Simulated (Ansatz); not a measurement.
# Electron scattering at the Σ5 (210) boundary in bcc Mo, part 3 of 3

How much does the Σ5 (210) boundary in bcc Mo reflect electrons?

Ansatz 0.2.0; Ansatz plane-wave DFT, PBE, PAW files; relaxation of a bicrystal slab with its lowest layers held; PAW set soft_1 (the session's first sound run).

So far. Step 3 (Transmission across the boundary): Over the solved energies the transmission per spin lies between 1.73 and 1.88, out of 3.53 channels of the lead on average (up to 3.68). The log calls the step of a lead's potential too much. Step 4 (Specific resistance): Averaged over the energies near the Fermi level, 50.5 % of the channels pass, which makes 0.796 fΩ m².

## Step 5: Single-crystal slab for reference

This step: Ansatz plane-wave DFT, PBE, PAW files; relaxation of a single-crystal slab with its lowest layers held; PAW set soft_1 (Ansatz 0.2.0).

System of this step: Mo slab, plane (2, 1, 0). The cell holds 28 atoms: 28 Mo. Its edges and angles: a = 7.037 Å, b = 3.147 Å, c = 30.000 Å, α = 90.0°, β = 90.0°, γ = 90.0°. It derives from Mo. Vacuum lies along c.

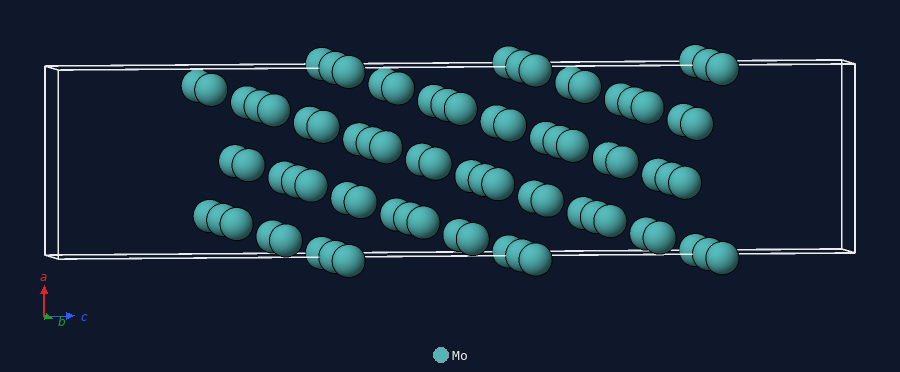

The cell of this step (molybdenum teal). 1×2×1 cells are drawn. Some periodic images of atoms are drawn too.

input.yaml

```yaml
crystal:
  lattice:
    - [7.0369059252, 0.0, 0.0]
    - [0.0, 3.147, 0.0]
    - [0.0, 0.0, 29.9996459975]
  atoms:
    - { symbol: Mo, position: [0.8999999998, 0.5, 0.1666686334] }
    - { symbol: Mo, position: [0.1999999999, 0.0, 0.1901252632] }
    - { symbol: Mo, position: [0.4999999999, 0.5, 0.2135818931] }
    - { symbol: Mo, position: [0.7999999999, 0.0, 0.237038523] }
    - { symbol: Mo, position: [0.0999999999, 0.5, 0.2604951529] }
    - { symbol: Mo, position: [0.3999999999, 0.0, 0.2839517827] }
    - { symbol: Mo, position: [0.6999999999, 0.5, 0.3074084126] }
    - { symbol: Mo, position: [0.9999999999, 0.0, 0.3308650425] }
    - { symbol: Mo, position: [0.2999999999, 0.5, 0.3543216724] }
    - { symbol: Mo, position: [0.5999999999, 0.0, 0.3777783022] }
    - { symbol: Mo, position: [0.8999999999, 0.5, 0.4012349321] }
    - { symbol: Mo, position: [0.1999999999, 0.0, 0.424691562] }
    - { symbol: Mo, position: [0.4999999999, 0.5, 0.4481481919] }
    - { symbol: Mo, position: [0.7999999999, 0.0, 0.4716048217] }
    - { symbol: Mo, position: [0.0999999999, 0.5, 0.4950614516] }
    - { symbol: Mo, position: [0.3999999999, 0.0, 0.5185180815] }
    - { symbol: Mo, position: [0.6999999999, 0.5, 0.5419747113] }
    - { symbol: Mo, position: [0.9999999999, 0.0, 0.5654313412] }
    - { symbol: Mo, position: [0.2999999999, 0.5, 0.5888879711] }
    - { symbol: Mo, position: [0.6, 0.0, 0.612344601] }
    - { symbol: Mo, position: [0.9, 0.5, 0.6358012308] }
    - { symbol: Mo, position: [0.2, 0.0, 0.6592578607] }
    - { symbol: Mo, position: [0.5, 0.5, 0.6827144906] }
    - { symbol: Mo, position: [0.8, 0.0, 0.7061711205] }
    - { symbol: Mo, position: [0.1, 0.5, 0.7296277503] }
    - { symbol: Mo, position: [0.4, 0.0, 0.7530843802] }
    - { symbol: Mo, position: [0.7, 0.5, 0.7765410101] }
    - { symbol: Mo, position: [0.0, 0.0, 0.79999764] }
kpoints:
  mp_grid: { grid: [4, 7, 1] }
hamiltonian:
  xc: pbe
  pseudopotentials: { kind: paw, azcp: { folder: soft_1 } }
scf:
  occupations: { method: fermi_dirac, width: 0.1 }
relax:
  f_tol: 0.03
  max_steps: 80
  constraints: [{ sites: [0, 1, 2, 3, 4] }]
```

Started as:

```bash
ansatz run input.yaml --threads 8 --pin off --max-ram 15360MiB --backend cpu --events-out ev --progress --plain --runs-dir out
```

Numbers of over 12 decimals in the logs are rounded to 6 here.

The program printed:

```text
Warning: crystal.symmetry: narrowed to the stabiliser of the relax constraints — unitary ops 4 → 2; lowered at sites 0, 1, 2, 3, 4, 23, 24, 25, 26, 27 (the operations that carried what is held of a site onto what its image site leaves free; the constrained walk keeps no symmetry that its constraints do not admit)
[...]
Crystal: 28 atoms, lattice volume = 664.346 Å³
Basis set: ecut = 420 eV, 13009 PW (Γ), exchange–correlation on 96×48×432 points (8 copies of the dense FFT grid, shifted against one another)
Bands: 236, of which v1, the nominal top of the filled ones, is band 196 counted from 1 (195 counted from 0)
Symmetry: 2 space group operations
k-points: 12 of 28 (time reversal used)
[...]
SCF iter   1: F=—  HF=-138782.657665 eV  |F-HF|=—  |Δ(HF+E_count)|=         —  Δρ=8.91e-2  dr2=3.27e2  ethr=3.10e-3  ⟨swp⟩=8.2  Hψ=12298  notcnv=0
[...]
SCF iter   9: F=-138760.676291 eV  HF=-138760.676292 eV  |F-HF|=1.36e-6  |Δ(HF+E_count)|=   9.50e-6  Δρ=1.84e-5  dr2=4.54e-6  ethr=5.74e-9  ⟨swp⟩=5.4  Hψ=9299  notcnv=0
SCF 1 converged in 9 iterations: F = -138760.676291 eV  dr2 = 4.54e-6
[...]
relax step   1: F+E_penalty+E_count = -138760.67629112 eV  Δ(F+E_penalty+E_count) = +0.000e0 eV  max|allowed force component| = 1.737e0 eV/Å  Δτ_max = 0.0000 Å  (9 SCF iters, dr2 threshold 2.25e-5 eV, accepted)
[...]
SCF iter   6: F=-138760.926439 eV  HF=-138760.926446 eV  |F-HF|=7.07e-6  |Δ(HF+E_count)|=   4.88e-5  Δρ=3.61e-5  dr2=1.74e-5  ethr=3.22e-9  ⟨swp⟩=2.2  Hψ=10900  notcnv=0
SCF 2 converged in 6 iterations: F = -138760.926439 eV  dr2 = 1.74e-5
[...]
relax step   2: F+E_penalty+E_count = -138760.92643891 eV  Δ(F+E_penalty+E_count) = -2.501e-1 eV  max|allowed force component| = 8.234e-1 eV/Å  Δτ_max = 0.1949 Å  (6 SCF iters, dr2 threshold 1.00e-4 eV, accepted)
[...]
SCF iter   6: F=-138760.968105 eV  HF=-138760.968110 eV  |F-HF|=4.90e-6  |Δ(HF+E_count)|=   1.44e-5  Δρ=3.26e-5  dr2=1.08e-5  ethr=1.08e-8  ⟨swp⟩=3.0  Hψ=10976  notcnv=0
SCF 3 converged in 6 iterations: F = -138760.968105 eV  dr2 = 1.08e-5
relax step   3: F+E_penalty+E_count = -138760.96810488 eV  Δ(F+E_penalty+E_count) = -4.167e-2 eV  max|allowed force component| = 1.646e-1 eV/Å  Δτ_max = 0.0954 Å  (6 SCF iters, dr2 threshold 4.24e-5 eV, accepted)
[...]
relax step   4: F+E_penalty+E_count = -138760.97400549 eV  Δ(F+E_penalty+E_count) = -5.901e-3 eV  max|allowed force component| = 8.002e-2 eV/Å  Δτ_max = 0.0267 Å  (6 SCF iters, dr2 threshold 1.69e-6 eV, accepted)
[...]
relax step   5: F+E_penalty+E_count = -138760.97222155 eV  Δ(F+E_penalty+E_count) = +1.784e-3 eV  max|allowed force component| = 1.130e-1 eV/Å  Δτ_max = 0.0219 Å  (7 SCF iters, rejected (line search))
[...]
relax step   6: F+E_penalty+E_count = -138760.97603727 eV  Δ(F+E_penalty+E_count) = -2.032e-3 eV  max|allowed force component| = 5.851e-2 eV/Å  Δτ_max = 0.0107 Å  (7 SCF iters, accepted)
SCF iter   1: F=—  HF=-138760.976912 eV  |F-HF|=—  |Δ(HF+E_count)|=         —  Δρ=1.15e-3  dr2=1.30e-2  ethr=4.51e-5  ⟨swp⟩=2.1  Hψ=4668  notcnv=0
[...]
SCF iter   7: F=-138760.977073 eV  HF=-138760.977073 eV  |F-HF|=6.23e-9  |Δ(HF+E_count)|=   4.96e-8  Δρ=1.40e-6  dr2=1.89e-8  ethr=2.55e-11  ⟨swp⟩=3.0  Hψ=11166  notcnv=0
SCF 7 converged in 7 iterations: F = -138760.977073 eV  dr2 = 1.89e-8
relax step   7: F+E_penalty+E_count = -138760.97707280 eV  Δ(F+E_penalty+E_count) = -1.036e-3 eV  max|allowed force component| = 1.784e-2 eV/Å  Δτ_max = 0.0228 Å  (7 SCF iters, accepted)
SCF converged after 7 iterations
Free energy (F): -138760.977073 eV
[...]
Internal energy: -138760.243542 eV  (E = F + TS)
E sigma→0 (E₀):  -138760.610307 eV
Entropy (-TS):   -0.733531 eV (-26.198 meV/atom)
Fermi energy:    12.538944 eV
[...]
--- Forces (eV/Å), atoms counted from 1 ---
  atom   1  Mo     0.69517963     0.00000000     1.76021820
  atom   2  Mo    -0.84731081     0.00000000     0.17055303
  atom   3  Mo    -0.06167940     0.00000000    -0.19884089
  atom   4  Mo     0.09015011     0.00000000    -1.11973462
  atom   5  Mo     0.13388018     0.00000000    -0.60850492
  atom   6  Mo     0.00216620     0.00000000     0.00047937
  atom   7  Mo    -0.00121587     0.00000000     0.00396725
  atom   8  Mo    -0.00026082     0.00000000    -0.00187648
  atom   9  Mo    -0.00014659     0.00000000     0.00150437
  atom  10  Mo     0.00291297     0.00000000    -0.00076498
  atom  11  Mo    -0.00245983     0.00000000     0.00079109
  atom  12  Mo     0.00261279     0.00000000    -0.00002490
  atom  13  Mo    -0.00333825     0.00000000     0.00050202
  atom  14  Mo     0.00292039     0.00000000     0.00126978
  atom  15  Mo    -0.00552658     0.00000000    -0.00059042
  atom  16  Mo     0.00616300     0.00000000    -0.00050606
  atom  17  Mo    -0.00384339     0.00000000     0.00184465
  atom  18  Mo     0.00253883     0.00000000     0.00302505
  atom  19  Mo    -0.01140226     0.00000000    -0.00101728
  atom  20  Mo     0.00876719     0.00000000    -0.00556166
  atom  21  Mo    -0.00225435     0.00000000    -0.00567823
  atom  22  Mo    -0.00244146     0.00000000    -0.00907426
  atom  23  Mo    -0.01747864     0.00000000    -0.00359030
  atom  24  Mo     0.00146034     0.00000000     0.00852337
  atom  25  Mo     0.01784445     0.00000000    -0.00132944
  atom  26  Mo     0.00163543     0.00000000    -0.00998911
  atom  27  Mo     0.00586993     0.00000000     0.00575208
  atom  28  Mo    -0.01491087     0.00000000     0.00858266
  max |Σ_I F_I| component: 1.68e-4 eV/Å
--- Relaxed structure (7 steps of the walk, 6 accepted, 0 SCFs on fresh bases) ---
  F+E_penalty+E_count = -138760.97707280 eV   max|allowed force component| = 1.784e-2 eV/Å
  atoms:
    - { symbol: Mo, position: [0.900000, 0.500000, 0.166669] }
    - { symbol: Mo, position: [0.200000, 0.0, 0.190125] }
    - { symbol: Mo, position: [0.500000, 0.500000, 0.213582] }
    - { symbol: Mo, position: [0.800000, 0.0, 0.237039] }
    - { symbol: Mo, position: [0.100000, 0.500000, 0.260495] }
    - { symbol: Mo, position: [0.401600, 0.0, 0.282764] }
    - { symbol: Mo, position: [0.701533, 0.500000, 0.308020] }
    - { symbol: Mo, position: [1.000976, 0.0, 0.331348] }
    - { symbol: Mo, position: [0.299919, 0.500000, 0.354588] }
    - { symbol: Mo, position: [0.598407, 0.0, 0.378005] }
    - { symbol: Mo, position: [0.899445, 0.500000, 0.402369] }
    - { symbol: Mo, position: [0.199408, 0.0, 0.425558] }
    - { symbol: Mo, position: [0.499160, 0.500000, 0.449603] }
    - { symbol: Mo, position: [0.798942, 0.0, 0.472789] }
    - { symbol: Mo, position: [0.099313, 0.500000, 0.497071] }
    - { symbol: Mo, position: [0.399173, 0.0, 0.520220] }
    - { symbol: Mo, position: [0.699233, 0.500000, 0.544304] }
    - { symbol: Mo, position: [0.998726, 0.0, 0.567441] }
    - { symbol: Mo, position: [0.300019, 0.500000, 0.591869] }
    - { symbol: Mo, position: [0.597591, 0.0, 0.614991] }
    - { symbol: Mo, position: [0.897996, 0.500000, 0.638670] }
    - { symbol: Mo, position: [0.195974, 0.0, 0.662120] }
    - { symbol: Mo, position: [0.496203, 0.500000, 0.686974] }
    - { symbol: Mo, position: [0.795415, 0.0, 0.708783] }
    - { symbol: Mo, position: [0.099921, 0.500000, 0.734321] }
    - { symbol: Mo, position: [0.404022, 0.0, 0.756262] }
    - { symbol: Mo, position: [0.704738, 0.500000, 0.778664] }
    - { symbol: Mo, position: [-0.014509, 0.0, 0.797137] }
```

Run time: 4.7 min. Hardware: 8 threads of Intel Xeon at 2.50GHz (Skylake/Cascade Lake), shared host; peak memory 5.4 GiB; 35 min of CPU time.

The steps of the relaxation:

| step | energy less that of the first step (eV) | largest force component (eV/Å) |
| --- | --- | --- |
| 1 | 0.0000 | 1.7375 |
| 2 | -0.2501 | 0.8234 |
| 3 | -0.2918 | 0.1646 |
| 4 | -0.2977 | 0.0800 |
| 5 | -0.2959 | 0.1130 |
| 6 | -0.2997 | 0.0585 |
| 7 | -0.3008 | 0.0178 |

Relaxation step 5 was tried and not accepted.

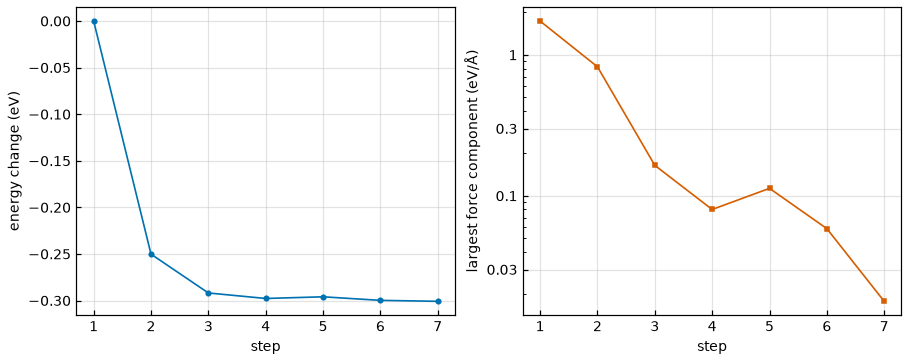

Energy and largest force along the relaxation.

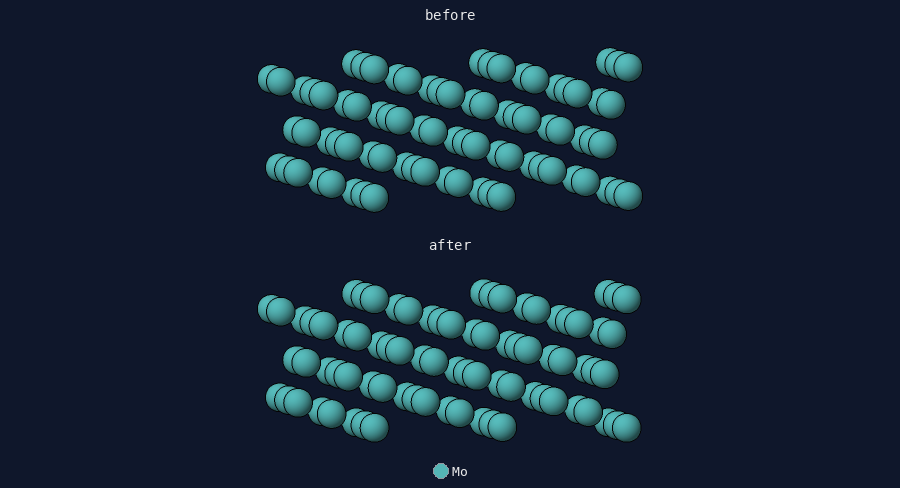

The structure before and after the relaxation, drawn at the same scale.

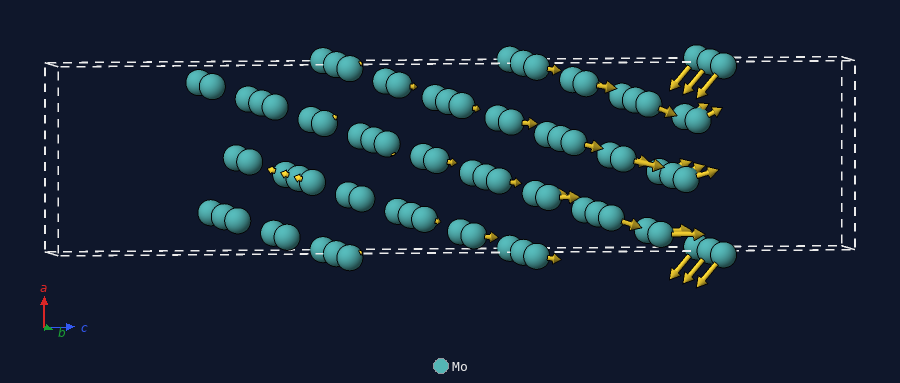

Displacements in the relaxation, exaggerated; the longest in the cell stands for 0.14 Å. 1×2×1 cells are drawn. Some periodic images of atoms are drawn too.

The atoms that moved most (Å):

| atom | dx | dy | dz | length |
| --- | --- | --- | --- | --- |
| Mo25 | -0.001 | 0.000 | 0.141 | 0.141 |
| Mo28 | -0.102 | 0.000 | -0.086 | 0.133 |
| Mo23 | -0.027 | 0.000 | 0.128 | 0.131 |
| Mo26 | 0.028 | 0.000 | 0.095 | 0.099 |
| Mo22 | -0.028 | 0.000 | 0.086 | 0.090 |
| Mo19 | 0.000 | 0.000 | 0.089 | 0.089 |
| Mo21 | -0.014 | 0.000 | 0.086 | 0.087 |
| Mo24 | -0.032 | 0.000 | 0.078 | 0.085 |

Final coordinates:

```
Mo
1.0
     7.03691    0.00000    0.00000
     0.00000    3.14700    0.00000
     0.00000    0.00000   29.99965
Mo
28
Cartesian
  6.3332 1.5735 5.0000
  1.4074 0.0000 5.7037
  3.5185 1.5735 6.4074
  5.6295 0.0000 7.1111
  0.7037 1.5735 7.8148
  2.8260 0.0000 8.4828
  4.9366 1.5735 9.2405
  7.0438 0.0000 9.9403
  2.1105 1.5735 10.6375
  4.2109 0.0000 11.3400
  6.3293 1.5735 12.0709
  1.4032 0.0000 12.7666
  3.5125 1.5735 13.4879
  5.6221 0.0000 14.1835
  0.6989 1.5735 14.9120
  2.8089 0.0000 15.6064
  4.9204 1.5735 16.3289
  7.0279 0.0000 17.0230
  2.1112 1.5735 17.7559
  4.2052 0.0000 18.4495
  6.3191 1.5735 19.1599
  1.3791 0.0000 19.8634
  3.4917 1.5735 20.6090
  5.5973 0.0000 21.2632
  0.7031 1.5735 22.0294
  2.8431 0.0000 22.6876
  4.9592 1.5735 23.3596
  -0.1021 0.0000 23.9138
```

Numbers from this step:

- free energy: -138760.9771 eV
- energy at zero smearing: -138760.6103 eV
- Fermi energy: 12.54 eV

The largest force component on a free atom ends at 0.018 eV/Å, under the tolerance of 0.03, after 7 steps.

## Step 6: Bulk reference

This step: Ansatz plane-wave DFT, PBE, PAW files; bulk reference; PAW set soft_1 (Ansatz 0.2.0).

System of this step: Mo. It takes space group Im-3m (No. 229, cubic). The conventional cell has a = 3.147 Å, b = 3.147 Å, c = 3.147 Å, α = 90.00°, β = 90.00°, γ = 90.00°. Mo has 8 Mo at 2.73 Å nearest.

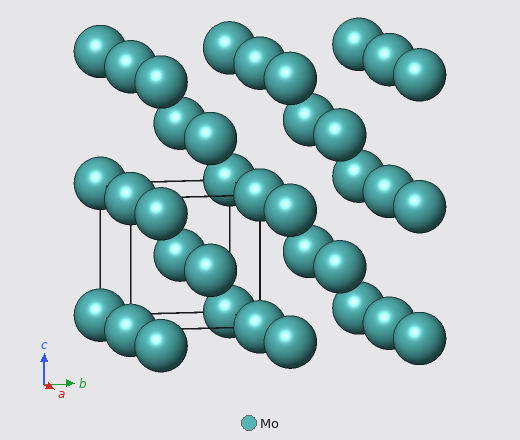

The cell of this step (molybdenum teal). 2×2×2 conventional cells are drawn. Some periodic images of atoms are drawn too.

input.yaml, the sections that differ from step 5:

```yaml
crystal:
  lattice:
    - [-1.5735, 1.5735, 1.5735]
    - [1.5735, -1.5735, 1.5735]
    - [1.5735, 1.5735, -1.5735]
  atoms:
    - { symbol: Mo, position: [0.0, 0.0, 0.0] }
kpoints:
  mp_grid: { grid: [19, 19, 19] }
# hamiltonian, scf: as in step 5
# relax: removed
```

The program printed:

```text
[...]
Crystal: 1 atoms, lattice volume = 15.583 Å³
Basis set: ecut = 420 eV, 321 PW (Γ)
Bands: 11, of which v1, the nominal top of the filled ones, is band 7 counted from 1 (6 counted from 0)
Symmetry: 48 space group operations
[...]
k-points: 220 of 6859
[...]
SCF iter   1: F=—  HF=-4956.682293 eV  |F-HF|=—  |Δ(HF+E_count)|=         —  Δρ=1.06e-1  dr2=1.75e0  ethr=3.10e-3  ⟨swp⟩=5.0  Hψ=13536  notcnv=0
[...]
SCF iter   6: F=-4956.064799 eV  HF=-4956.064799 eV  |F-HF|=2.67e-8  |Δ(HF+E_count)|=   1.10e-7  Δρ=3.18e-5  dr2=4.55e-8  ethr=7.14e-10  ⟨swp⟩=3.0  Hψ=5754  notcnv=0
SCF 1 converged in 6 iterations: F = -4956.064799 eV  dr2 = 4.55e-8
[...]
SCF converged after 6 iterations
Free energy (F): -4956.064799 eV
[...]
Internal energy: -4956.043863 eV  (E = F + TS)
E sigma→0 (E₀):  -4956.054331 eV
Entropy (-TS):   -0.020936 eV (-20.936 meV/atom)
Fermi energy:    21.155097 eV
[...]
```

Run time: 1.4 s. Hardware: 8 threads; peak memory 0.32 GiB; 3.9 s of CPU time.

Numbers from this step:

| Property | Result |
| --- | --- |
| free energy | -4956.0648 eV |
| energy at zero smearing | -4956.0543 eV |
| Fermi energy | 21.16 eV |

## Step 7: Boundary energy

This step: Ansatz plane-wave DFT, PBE, PAW files; bicrystal less single-crystal slab less bulk atoms, a boundary area; PAW set soft_1 (Ansatz 0.2.0).

This step gave:

| Item | Value |
| --- | --- |
| excess energy of the cell | 2.795 eV |
| boundary energy | 2.022 J/m² |

The boundary costs 2.0 J/m².

By hand: 2.80 eV / 22.14 Å² × 16.02 = 2.02 J/m².

## Step 8: Summary of results

```yaml
specific_resistance_of_the_boundary: 0.796 fΩ m²
share_of_channels_that_pass: 0.505
boundary_energy: 2.02 J/m²
```

What this shows: The boundary has a specific resistance of 0.80 fΩ m² and an energy of 2.0 J/m². The boundary reflects 49 % of the channels; 0.80 fΩ m² is 8.0×10⁻¹² Ω·cm². That equals the resistance of 14 nm of bulk Mo at 300 K (measured 5.52 µΩ cm, CRC Handbook of Chemistry and Physics, 84th ed., 2003, Electrical Resistivity of Pure Metals). One starting structure was relaxed; another shift or atom count at the boundary may lie lower. A lead's potential steps by up to 29 meV from period to period, which the log calls too much, so longer leads could move the result.

[Logs are printed without paths, hosts, clocks, repeated set-up lines and the standing remarks that a program may print on its own settings, such as how far it seeks lower states.]

[Hosts, paths, dates, database ids (printed as entryN), source tags and the programs' standing remarks are cut or masked in the printed files.]
